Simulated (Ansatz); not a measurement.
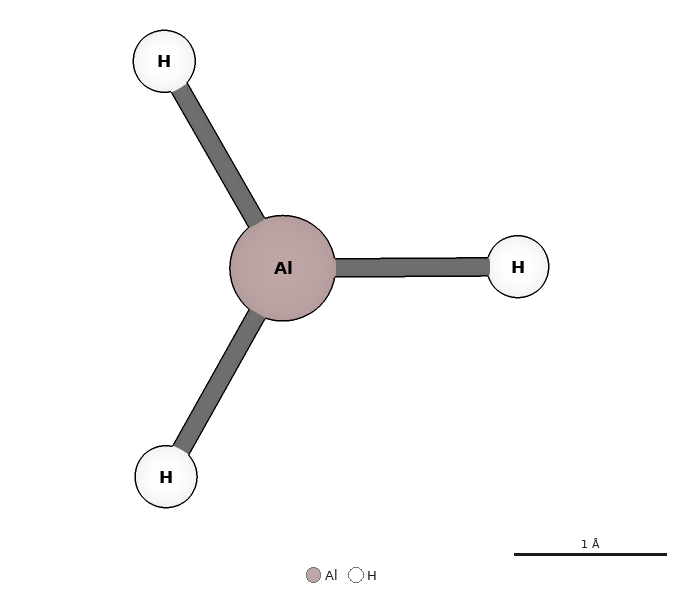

A ball-and-stick model of a molecule.

What does the picture show?

It has 4 atoms: 1 aluminium and 3 hydrogen (AlH₃). This geometry has D3h symmetry. All atoms lie on one plane. Coordination: 1 Al trigonal planar.

The parts below concern this one geometry. Atoms keep their numbers from picture to picture. The geometry was computed by an optimisation with PBE0-D4/def2-TZVP.

Electronic properties

Level of theory: RHF-CCSD(T), frozen core/def2-QZVPP (Ansatz 0.2.0).

What is the T1 diagnostic?

0.009.

Vibrations

Harmonic vibrations computed with RKS PBE0-D4/def2-TZVP (Ansatz 0.2.0) at a stationary point of the same level.

How many vibrational modes are there, and where do they lie?

6 modes: 704, 789, 789, 1926, 1935, 1935 cm⁻¹.

Charges

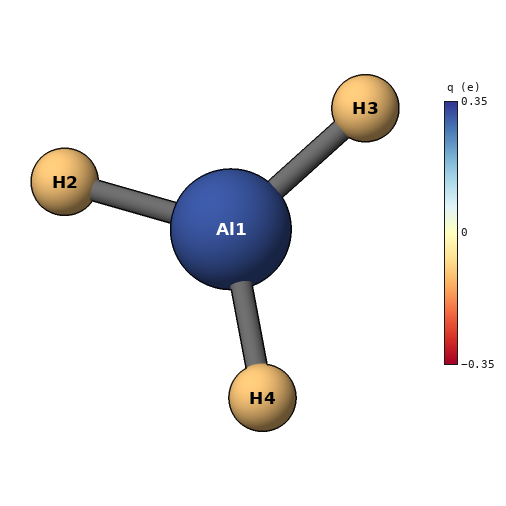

Atoms are coloured by their Mulliken charges. Method: RKS PBE0-D4/def2-TZVP (Ansatz 0.2.0).

List the Mulliken charges.

```json
{"atom": "Al1", "value (e)": "0.31"}
{"atom": "H2", "value (e)": "−0.10"}
{"atom": "H3", "value (e)": "−0.10"}
{"atom": "H4", "value (e)": "−0.10"}
```

Mulliken values depend strongly on the basis set and can even reverse the polarity of a bond.
